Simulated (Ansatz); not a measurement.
Run report: Si$_{3}$NH$_{9}$O$_{2}$, molecular dynamics (part 1 of 3)

- system: Si$_{3}$NH$_{9}$O$_{2}$
- method: RKS PBE0/6-31G (Ansatz 0.2.0)

It belongs to a series of runs on one base structure; here: dynamics from the start. Figures and captions count atoms from 1; the log counts them from 0 in places.

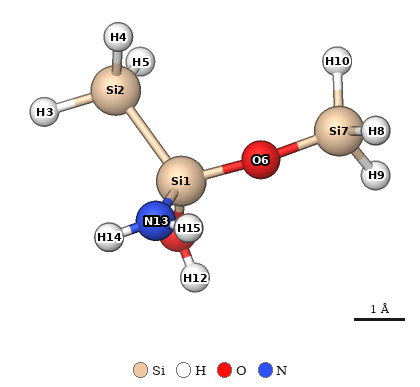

Fig. 1: The starting structure (ball-and-stick view, seen at a tilt; atoms are numbered from 1 in the order of the input). Bond lengths as drawn: H–N 1.01 Å, H–O 0.97 Å, H–Si 1.50 to 1.51 Å, N–Si 1.75 Å, O–Si 1.69 to 1.72 Å and Si–Si 2.34 Å.

### The input
```yaml
crystal:
  periodic: [false, false, false]
  atoms:
    - { symbol: Si, position_ang: [-0.251415, -0.428753, 0.096153] }
    - { symbol: Si, position_ang: [-0.053253, -0.13061, 2.410753] }
    - { symbol: H, position_ang: [-1.365076, 0.325835, 2.987017] }
    - { symbol: H, position_ang: [0.312979, -1.439476, 3.055553] }
    - { symbol: H, position_ang: [1.007675, 0.880429, 2.738925] }
    - { symbol: O, position_ang: [1.134669, -1.081954, -0.609789] }
    - { symbol: Si, position_ang: [2.754259, -1.188644, -1.098567] }
    - { symbol: H, position_ang: [2.971166, -2.533291, -1.732955] }
    - { symbol: H, position_ang: [3.074004, -0.109186, -2.098194] }
    - { symbol: H, position_ang: [3.67058, -1.045483, 0.088092] }
    - { symbol: O, position_ang: [-0.522283, 1.181492, -0.454967] }
    - { symbol: H, position_ang: [-0.773733, 1.382268, -1.370028] }
    - { symbol: "N", position_ang: [-1.499474, -1.538773, -0.415251] }
    - { symbol: H, position_ang: [-2.458659, -1.491095, -0.114876] }
    - { symbol: H, position_ang: [-1.277639, -2.294958, -1.042867] }
basis:
  gaussian: { orbitals: "6-31G" }
hamiltonian:
  xc: pbe0
md:
  timestep: 1.0
  n_steps: 300
  ensemble: nvt_nose_hoover
  temperature: 300.0
  initial_velocities: maxwell_boltzmann
  seed: 994764
```

Machine: 1 thread of Arm Neoverse V1, 24 GiB of memory available, shared host.

Command:
```bash
ansatz run input.yaml --threads 1 --pin off --max-ram 2048MiB --backend cpu --events-out ev --progress --plain --runs-dir out
```

### The program's output
```
Engine: ansatz 0.2.0, aarch64-unknown-linux-gnu
Functional definition: PBE0
  parameter a = 0.25
  parameter kappa = 0.804
  parameter beta = 0.06672455060314922
  exchange = (1 - a)*pbe_x(kappa = kappa, mu = beta*pi^2/3) + a*exact_x
  correlation = pbe_c(beta = beta)
1069 factors; integrals over basis functions are off by at most 1.8e-4 eV
mean field evaluation 1: about -29333.4159 eV, gradient 7.8e1 eV
mean field evaluation 2: about -29316.2706 eV, gradient 1.2e2 eV
mean field evaluation 4: about -29344.5563 eV, gradient 7.3e0 eV
mean field evaluation 8: about -29344.7399 eV, gradient 1.4e-1 eV
mean field -29344.73992081 eV, -1078.3993015106 hartree, gradient 8.2e-5 eV, S^2 0.000000; 0 other end points of the search recorded, 0 dependent functions left out
the calculation of the forces begins
reference -29344.73995740 eV, -1078.3993028553 hartree; 37, 37 occupied and 47, 47 virtual orbitals, 1069 factors
md step     0: t =     0.00 fs  T =   300.0 K  F+E_penalty+E_count = -29344.73992081 eV  E_kin = 0.504114 eV  conserved = -29344.23580681 eV  (25 SCF iters)
these checks for a lower state are left out or cut short: starts, cluster_reference, orbital_swaps, neighbouring_geometries, increment
1069 factors; integrals over basis functions are off by at most 1.8e-4 eV
mean field evaluation 16: about -29344.6120 eV, gradient 1.7e0 eV
mean field -29344.70742813 eV, -1078.3981074267 hartree, gradient 1.6e-5 eV, S^2 0.000000; 0 other end points of the search recorded, 0 dependent functions left out
the calculation of the forces begins
reference -29344.70746476 eV, -1078.3981087729 hartree; 37, 37 occupied and 47, 47 virtual orbitals, 1069 factors
md step     1: t =     1.00 fs  T =   281.8 K  F+E_penalty+E_count = -29344.70742813 eV  E_kin = 0.473574 eV  conserved = -29344.23385468 eV  (31 SCF iters)
[... from here on the SCF iterations and repeated set-up lines of each step are left out, up to the last step ...]
md step     2: t =     2.00 fs  T =   242.9 K  F+E_penalty+E_count = -29344.63840848 eV  E_kin = 0.408129 eV  conserved = -29344.23028639 eV  (31 SCF iters)
md step     3: t =     3.00 fs  T =   212.6 K  F+E_penalty+E_count = -29344.58618690 eV  E_kin = 0.357282 eV  conserved = -29344.22893207 eV  (31 SCF iters)
md step     4: t =     4.00 fs  T =   202.5 K  F+E_penalty+E_count = -29344.57098917 eV  E_kin = 0.340284 eV  conserved = -29344.23076993 eV  (30 SCF iters)
md step     5: t =     5.00 fs  T =   198.7 K  F+E_penalty+E_count = -29344.56654152 eV  E_kin = 0.333973 eV  conserved = -29344.23269198 eV  (31 SCF iters)
md step     6: t =     6.00 fs  T =   187.3 K  F+E_penalty+E_count = -29344.54606748 eV  E_kin = 0.314661 eV  conserved = -29344.23160886 eV  (31 SCF iters)
md step     7: t =     7.00 fs  T =   174.5 K  F+E_penalty+E_count = -29344.52327895 eV  E_kin = 0.293242 eV  conserved = -29344.23033538 eV  (31 SCF iters)
md step     8: t =     8.00 fs  T =   168.1 K  F+E_penalty+E_count = -29344.51394750 eV  E_kin = 0.282504 eV  conserved = -29344.23185714 eV  (31 SCF iters)
md step     9: t =     9.00 fs  T =   158.2 K  F+E_penalty+E_count = -29344.49785320 eV  E_kin = 0.265860 eV  conserved = -29344.23254074 eV  (31 SCF iters)
md step    10: t =    10.00 fs  T =   140.5 K  F+E_penalty+E_count = -29344.46570695 eV  E_kin = 0.236032 eV  conserved = -29344.23036897 eV  (31 SCF iters)
md step    11: t =    11.00 fs  T =   131.5 K  F+E_penalty+E_count = -29344.44837474 eV  E_kin = 0.220919 eV  conserved = -29344.22830736 eV  (31 SCF iters)
md step    12: t =    12.00 fs  T =   147.6 K  F+E_penalty+E_count = -29344.47603332 eV  E_kin = 0.248004 eV  conserved = -29344.22907000 eV  (31 SCF iters)
md step    13: t =    13.00 fs  T =   182.2 K  F+E_penalty+E_count = -29344.53699697 eV  E_kin = 0.306160 eV  conserved = -29344.23212872 eV  (31 SCF iters)
md step    14: t =    14.00 fs  T =   210.4 K  F+E_penalty+E_count = -29344.58601519 eV  E_kin = 0.353475 eV  conserved = -29344.23415649 eV  (31 SCF iters)
md step    15: t =    15.00 fs  T =   216.3 K  F+E_penalty+E_count = -29344.59429492 eV  E_kin = 0.363409 eV  conserved = -29344.23287801 eV  (31 SCF iters)
md step    16: t =    16.00 fs  T =   209.0 K  F+E_penalty+E_count = -29344.57999660 eV  E_kin = 0.351133 eV  conserved = -29344.23125046 eV  (27 SCF iters)
md step    17: t =    17.00 fs  T =   201.0 K  F+E_penalty+E_count = -29344.56686746 eV  E_kin = 0.337740 eV  conserved = -29344.23191602 eV  (31 SCF iters)
md step    18: t =    18.00 fs  T =   190.4 K  F+E_penalty+E_count = -29344.54875967 eV  E_kin = 0.320003 eV  conserved = -29344.23195203 eV  (31 SCF iters)
md step    19: t =    19.00 fs  T =   178.0 K  F+E_penalty+E_count = -29344.52587609 eV  E_kin = 0.299063 eV  conserved = -29344.23041419 eV  (31 SCF iters)
md step    20: t =    20.00 fs  T =   174.7 K  F+E_penalty+E_count = -29344.51940513 eV  E_kin = 0.293495 eV  conserved = -29344.22992386 eV  (31 SCF iters)
md step    21: t =    21.00 fs  T =   183.9 K  F+E_penalty+E_count = -29344.53612284 eV  E_kin = 0.309005 eV  conserved = -29344.23157740 eV  (31 SCF iters)
md step    22: t =    22.00 fs  T =   191.4 K  F+E_penalty+E_count = -29344.55045805 eV  E_kin = 0.321548 eV  conserved = -29344.23386236 eV  (31 SCF iters)
md step    23: t =    23.00 fs  T =   178.0 K  F+E_penalty+E_count = -29344.52764717 eV  E_kin = 0.299167 eV  conserved = -29344.23394020 eV  (30 SCF iters)
md step    24: t =    24.00 fs  T =   144.4 K  F+E_penalty+E_count = -29344.46736075 eV  E_kin = 0.242567 eV  conserved = -29344.23071993 eV  (31 SCF iters)
md step    25: t =    25.00 fs  T =   115.7 K  F+E_penalty+E_count = -29344.41636005 eV  E_kin = 0.194421 eV  conserved = -29344.22826492 eV  (32 SCF iters)
md step    26: t =    26.00 fs  T =   111.1 K  F+E_penalty+E_count = -29344.40983165 eV  E_kin = 0.186755 eV  conserved = -29344.22977534 eV  (31 SCF iters)
md step    27: t =    27.00 fs  T =   121.3 K  F+E_penalty+E_count = -29344.42820560 eV  E_kin = 0.203809 eV  conserved = -29344.23150253 eV  (31 SCF iters)
md step    28: t =    28.00 fs  T =   132.4 K  F+E_penalty+E_count = -29344.44587699 eV  E_kin = 0.222465 eV  conserved = -29344.23098975 eV  (31 SCF iters)
md step    29: t =    29.00 fs  T =   146.0 K  F+E_penalty+E_count = -29344.46776089 eV  E_kin = 0.245419 eV  conserved = -29344.23046456 eV  (31 SCF iters)
md step    30: t =    30.00 fs  T =   165.2 K  F+E_penalty+E_count = -29344.50050219 eV  E_kin = 0.277520 eV  conserved = -29344.23174266 eV  (31 SCF iters)
md step    31: t =    31.00 fs  T =   179.1 K  F+E_penalty+E_count = -29344.52521828 eV  E_kin = 0.301019 eV  conserved = -29344.23369227 eV  (31 SCF iters)
md step    32: t =    32.00 fs  T =   173.4 K  F+E_penalty+E_count = -29344.51439397 eV  E_kin = 0.291388 eV  conserved = -29344.23327578 eV  (31 SCF iters)
md step    33: t =    33.00 fs  T =   153.3 K  F+E_penalty+E_count = -29344.47633318 eV  E_kin = 0.257646 eV  conserved = -29344.22970104 eV  (31 SCF iters)
md step    34: t =    34.00 fs  T =   146.5 K  F+E_penalty+E_count = -29344.46244183 eV  E_kin = 0.246205 eV  conserved = -29344.22796082 eV  (27 SCF iters)
md step    35: t =    35.00 fs  T =   165.5 K  F+E_penalty+E_count = -29344.49664174 eV  E_kin = 0.278049 eV  conserved = -29344.23108435 eV  (32 SCF iters)
md step    36: t =    36.00 fs  T =   187.6 K  F+E_penalty+E_count = -29344.53567057 eV  E_kin = 0.315197 eV  conserved = -29344.23386277 eV  (31 SCF iters)
md step    37: t =    37.00 fs  T =   190.1 K  F+E_penalty+E_count = -29344.53814457 eV  E_kin = 0.319469 eV  conserved = -29344.23305184 eV  (31 SCF iters)
md step    38: t =    38.00 fs  T =   176.9 K  F+E_penalty+E_count = -29344.51312032 eV  E_kin = 0.297336 eV  conserved = -29344.23114467 eV  (31 SCF iters)
md step    39: t =    39.00 fs  T =   162.8 K  F+E_penalty+E_count = -29344.48791456 eV  E_kin = 0.273488 eV  conserved = -29344.23072384 eV  (31 SCF iters)
md step    40: t =    40.00 fs  T =   151.6 K  F+E_penalty+E_count = -29344.46917653 eV  E_kin = 0.254757 eV  conserved = -29344.23161032 eV  (31 SCF iters)
md step    41: t =    41.00 fs  T =   137.8 K  F+E_penalty+E_count = -29344.44509798 eV  E_kin = 0.231617 eV  conserved = -29344.23152129 eV  (31 SCF iters)
md step    42: t =    42.00 fs  T =   123.9 K  F+E_penalty+E_count = -29344.41878329 eV  E_kin = 0.208159 eV  conserved = -29344.22945904 eV  (31 SCF iters)
md step    43: t =    43.00 fs  T =   124.9 K  F+E_penalty+E_count = -29344.41925952 eV  E_kin = 0.209928 eV  conserved = -29344.22894769 eV  (31 SCF iters)
md step    44: t =    44.00 fs  T =   143.2 K  F+E_penalty+E_count = -29344.45211034 eV  E_kin = 0.240663 eV  conserved = -29344.23193449 eV  (31 SCF iters)
md step    45: t =    45.00 fs  T =   156.2 K  F+E_penalty+E_count = -29344.47496506 eV  E_kin = 0.262423 eV  conserved = -29344.23403064 eV  (31 SCF iters)
md step    46: t =    46.00 fs  T =   146.6 K  F+E_penalty+E_count = -29344.45665835 eV  E_kin = 0.246401 eV  conserved = -29344.23278537 eV  (31 SCF iters)
md step    47: t =    47.00 fs  T =   123.8 K  F+E_penalty+E_count = -29344.41484758 eV  E_kin = 0.208071 eV  conserved = -29344.23025868 eV  (31 SCF iters)
md step    48: t =    48.00 fs  T =   109.2 K  F+E_penalty+E_count = -29344.38814637 eV  E_kin = 0.183543 eV  conserved = -29344.22893299 eV  (31 SCF iters)
md step    49: t =    49.00 fs  T =   114.4 K  F+E_penalty+E_count = -29344.39693824 eV  E_kin = 0.192298 eV  conserved = -29344.22980978 eV  (31 SCF iters)
md step    50: t =    50.00 fs  T =   133.0 K  F+E_penalty+E_count = -29344.42879653 eV  E_kin = 0.223523 eV  conserved = -29344.23139986 eV  (32 SCF iters)
md step    51: t =    51.00 fs  T =   153.1 K  F+E_penalty+E_count = -29344.46147820 eV  E_kin = 0.257287 eV  conserved = -29344.23145311 eV  (32 SCF iters)
md step    52: t =    52.00 fs  T =   171.9 K  F+E_penalty+E_count = -29344.49185657 eV  E_kin = 0.288856 eV  conserved = -29344.23158243 eV  (28 SCF iters)
md step    53: t =    53.00 fs  T =   185.2 K  F+E_penalty+E_count = -29344.51445090 eV  E_kin = 0.311217 eV  conserved = -29344.23329390 eV  (31 SCF iters)
md step    54: t =    54.00 fs  T =   180.2 K  F+E_penalty+E_count = -29344.50449853 eV  E_kin = 0.302775 eV  conserved = -29344.23332288 eV  (31 SCF iters)
md step    55: t =    55.00 fs  T =   156.7 K  F+E_penalty+E_count = -29344.46100801 eV  E_kin = 0.263355 eV  conserved = -29344.23069781 eV  (31 SCF iters)
md step    56: t =    56.00 fs  T =   135.4 K  F+E_penalty+E_count = -29344.42158872 eV  E_kin = 0.227483 eV  conserved = -29344.22842881 eV  (30 SCF iters)
md step    57: t =    57.00 fs  T =   135.0 K  F+E_penalty+E_count = -29344.42010231 eV  E_kin = 0.226847 eV  conserved = -29344.22878796 eV  (31 SCF iters)
md step    58: t =    58.00 fs  T =   152.9 K  F+E_penalty+E_count = -29344.45126602 eV  E_kin = 0.256850 eV  conserved = -29344.23126534 eV  (31 SCF iters)
md step    59: t =    59.00 fs  T =   168.9 K  F+E_penalty+E_count = -29344.47848967 eV  E_kin = 0.283859 eV  conserved = -29344.23297959 eV  (31 SCF iters)
md step    60: t =    60.00 fs  T =   169.7 K  F+E_penalty+E_count = -29344.47716293 eV  E_kin = 0.285102 eV  conserved = -29344.23201482 eV  (31 SCF iters)
md step    61: t =    61.00 fs  T =   160.8 K  F+E_penalty+E_count = -29344.45984613 eV  E_kin = 0.270133 eV  conserved = -29344.23125891 eV  (31 SCF iters)
md step    62: t =    62.00 fs  T =   147.5 K  F+E_penalty+E_count = -29344.43717266 eV  E_kin = 0.247849 eV  conserved = -29344.23237870 eV  (31 SCF iters)
md step    63: t =    63.00 fs  T =   124.8 K  F+E_penalty+E_count = -29344.39683110 eV  E_kin = 0.209696 eV  conserved = -29344.23154739 eV  (32 SCF iters)
md step    64: t =    64.00 fs  T =   100.4 K  F+E_penalty+E_count = -29344.35172960 eV  E_kin = 0.168702 eV  conserved = -29344.22858477 eV  (32 SCF iters)
md step    65: t =    65.00 fs  T =    96.9 K  F+E_penalty+E_count = -29344.34382992 eV  E_kin = 0.162871 eV  conserved = -29344.22754038 eV  (31 SCF iters)
md step    66: t =    66.00 fs  T =   122.8 K  F+E_penalty+E_count = -29344.38843955 eV  E_kin = 0.206299 eV  conserved = -29344.22988792 eV  (32 SCF iters)
md step    67: t =    67.00 fs  T =   158.6 K  F+E_penalty+E_count = -29344.45046126 eV  E_kin = 0.266434 eV  conserved = -29344.23329378 eV  (31 SCF iters)
md step    68: t =    68.00 fs  T =   176.0 K  F+E_penalty+E_count = -29344.47875555 eV  E_kin = 0.295811 eV  conserved = -29344.23404262 eV  (31 SCF iters)
md step    69: t =    69.00 fs  T =   169.1 K  F+E_penalty+E_count = -29344.46230177 eV  E_kin = 0.284224 eV  conserved = -29344.23108728 eV  (31 SCF iters)
md step    70: t =    70.00 fs  T =   159.5 K  F+E_penalty+E_count = -29344.44232536 eV  E_kin = 0.267983 eV  conserved = -29344.22919180 eV  (27 SCF iters)
md step    71: t =    71.00 fs  T =   161.7 K  F+E_penalty+E_count = -29344.44588710 eV  E_kin = 0.271791 eV  conserved = -29344.23076666 eV  (33 SCF iters)
md step    72: t =    72.00 fs  T =   166.7 K  F+E_penalty+E_count = -29344.45306503 eV  E_kin = 0.280158 eV  conserved = -29344.23146045 eV  (31 SCF iters)
md step    73: t =    73.00 fs  T =   168.5 K  F+E_penalty+E_count = -29344.45277353 eV  E_kin = 0.283164 eV  conserved = -29344.23010344 eV  (31 SCF iters)
md step    74: t =    74.00 fs  T =   175.9 K  F+E_penalty+E_count = -29344.46256176 eV  E_kin = 0.295569 eV  conserved = -29344.22950044 eV  (31 SCF iters)
md step    75: t =    75.00 fs  T =   192.6 K  F+E_penalty+E_count = -29344.49022285 eV  E_kin = 0.323659 eV  conserved = -29344.23124253 eV  (31 SCF iters)
md step    76: t =    76.00 fs  T =   203.6 K  F+E_penalty+E_count = -29344.50912803 eV  E_kin = 0.342151 eV  conserved = -29344.23400564 eV  (31 SCF iters)
md step    77: t =    77.00 fs  T =   187.5 K  F+E_penalty+E_count = -29344.47975433 eV  E_kin = 0.315104 eV  conserved = -29344.23401125 eV  (31 SCF iters)
md step    78: t =    78.00 fs  T =   146.9 K  F+E_penalty+E_count = -29344.40539685 eV  E_kin = 0.246899 eV  conserved = -29344.22986432 eV  (31 SCF iters)
md step    79: t =    79.00 fs  T =   114.5 K  F+E_penalty+E_count = -29344.34662786 eV  E_kin = 0.192359 eV  conserved = -29344.22721650 eV  (31 SCF iters)
md step    80: t =    80.00 fs  T =   111.4 K  F+E_penalty+E_count = -29344.34210720 eV  E_kin = 0.187148 eV  conserved = -29344.22928836 eV  (32 SCF iters)
md step    81: t =    81.00 fs  T =   124.0 K  F+E_penalty+E_count = -29344.36412992 eV  E_kin = 0.208403 eV  conserved = -29344.23151241 eV  (33 SCF iters)
md step    82: t =    82.00 fs  T =   133.6 K  F+E_penalty+E_count = -29344.37849374 eV  E_kin = 0.224515 eV  conserved = -29344.23137224 eV  (32 SCF iters)
md step    83: t =    83.00 fs  T =   138.5 K  F+E_penalty+E_count = -29344.38412932 eV  E_kin = 0.232800 eV  conserved = -29344.23043547 eV  (30 SCF iters)
md step    84: t =    84.00 fs  T =   144.5 K  F+E_penalty+E_count = -29344.39248575 eV  E_kin = 0.242762 eV  conserved = -29344.23062239 eV  (31 SCF iters)
md step    85: t =    85.00 fs  T =   148.8 K  F+E_penalty+E_count = -29344.39908394 eV  E_kin = 0.250122 eV  conserved = -29344.23172854 eV  (31 SCF iters)
md step    86: t =    86.00 fs  T =   144.2 K  F+E_penalty+E_count = -29344.38866408 eV  E_kin = 0.242387 eV  conserved = -29344.23091985 eV  (32 SCF iters)
md step    87: t =    87.00 fs  T =   139.5 K  F+E_penalty+E_count = -29344.37557346 eV  E_kin = 0.234377 eV  conserved = -29344.22766238 eV  (32 SCF iters)
md step    88: t =    88.00 fs  T =   158.5 K  F+E_penalty+E_count = -29344.40547826 eV  E_kin = 0.266317 eV  conserved = -29344.22755065 eV  (27 SCF iters)
md step    89: t =    89.00 fs  T =   201.0 K  F+E_penalty+E_count = -29344.47883237 eV  E_kin = 0.337834 eV  conserved = -29344.23171158 eV  (31 SCF iters)
md step    90: t =    90.00 fs  T =   235.7 K  F+E_penalty+E_count = -29344.53654512 eV  E_kin = 0.396135 eV  conserved = -29344.23394100 eV  (31 SCF iters)
md step    91: t =    91.00 fs  T =   242.4 K  F+E_penalty+E_count = -29344.54345011 eV  E_kin = 0.407340 eV  conserved = -29344.23270888 eV  (32 SCF iters)
md step    92: t =    92.00 fs  T =   228.7 K  F+E_penalty+E_count = -29344.51578781 eV  E_kin = 0.384384 eV  conserved = -29344.23100557 eV  (31 SCF iters)
md step    93: t =    93.00 fs  T =   209.1 K  F+E_penalty+E_count = -29344.47978625 eV  E_kin = 0.351395 eV  conserved = -29344.23076710 eV  (31 SCF iters)
md step    94: t =    94.00 fs  T =   187.0 K  F+E_penalty+E_count = -29344.44062643 eV  E_kin = 0.314242 eV  conserved = -29344.23125678 eV  (31 SCF iters)
md step    95: t =    95.00 fs  T =   160.8 K  F+E_penalty+E_count = -29344.39324622 eV  E_kin = 0.270222 eV  conserved = -29344.23008195 eV  (31 SCF iters)
md step    96: t =    96.00 fs  T =   141.7 K  F+E_penalty+E_count = -29344.35671444 eV  E_kin = 0.238181 eV  conserved = -29344.22748824 eV  (30 SCF iters)
md step    97: t =    97.00 fs  T =   147.8 K  F+E_penalty+E_count = -29344.36616533 eV  E_kin = 0.248353 eV  conserved = -29344.22858117 eV  (30 SCF iters)
md step    98: t =    98.00 fs  T =   168.9 K  F+E_penalty+E_count = -29344.40400888 eV  E_kin = 0.283890 eV  conserved = -29344.23286735 eV  (31 SCF iters)
md step    99: t =    99.00 fs  T =   172.6 K  F+E_penalty+E_count = -29344.40864588 eV  E_kin = 0.290050 eV  conserved = -29344.23347197 eV  (31 SCF iters)
md step   100: t =   100.00 fs  T =   151.6 K  F+E_penalty+E_count = -29344.36785077 eV  E_kin = 0.254679 eV  conserved = -29344.23005832 eV  (31 SCF iters)
md step   101: t =   101.00 fs  T =   131.5 K  F+E_penalty+E_count = -29344.32950615 eV  E_kin = 0.220887 eV  conserved = -29344.22725454 eV  (31 SCF iters)
md step   102: t =   102.00 fs  T =   135.5 K  F+E_penalty+E_count = -29344.33527556 eV  E_kin = 0.227670 eV  conserved = -29344.22788630 eV  (32 SCF iters)
md step   103: t =   103.00 fs  T =   159.3 K  F+E_penalty+E_count = -29344.37623187 eV  E_kin = 0.267695 eV  conserved = -29344.23062909 eV  (31 SCF iters)
md step   104: t =   104.00 fs  T =   182.2 K  F+E_penalty+E_count = -29344.41318318 eV  E_kin = 0.306142 eV  conserved = -29344.23121889 eV  (31 SCF iters)
md step   105: t =   105.00 fs  T =   199.7 K  F+E_penalty+E_count = -29344.43806895 eV  E_kin = 0.335644 eV  conserved = -29344.22891655 eV  (31 SCF iters)
md step   106: t =   106.00 fs  T =   225.9 K  F+E_penalty+E_count = -29344.48022698 eV  E_kin = 0.379672 eV  conserved = -29344.22959864 eV  (27 SCF iters)
md step   107: t =   107.00 fs  T =   254.3 K  F+E_penalty+E_count = -29344.52871085 eV  E_kin = 0.427239 eV  conserved = -29344.23335802 eV  (31 SCF iters)
md step   108: t =   108.00 fs  T =   257.5 K  F+E_penalty+E_count = -29344.53151631 eV  E_kin = 0.432694 eV  conserved = -29344.23368920 eV  (31 SCF iters)
md step   109: t =   109.00 fs  T =   232.6 K  F+E_penalty+E_count = -29344.48324048 eV  E_kin = 0.390915 eV  conserved = -29344.23000160 eV  (31 SCF iters)
md step   110: t =   110.00 fs  T =   208.7 K  F+E_penalty+E_count = -29344.43749264 eV  E_kin = 0.350767 eV  conserved = -29344.22689448 eV  (31 SCF iters)
md step   111: t =   111.00 fs  T =   210.9 K  F+E_penalty+E_count = -29344.43979588 eV  E_kin = 0.354316 eV  conserved = -29344.22798696 eV  (31 SCF iters)
```
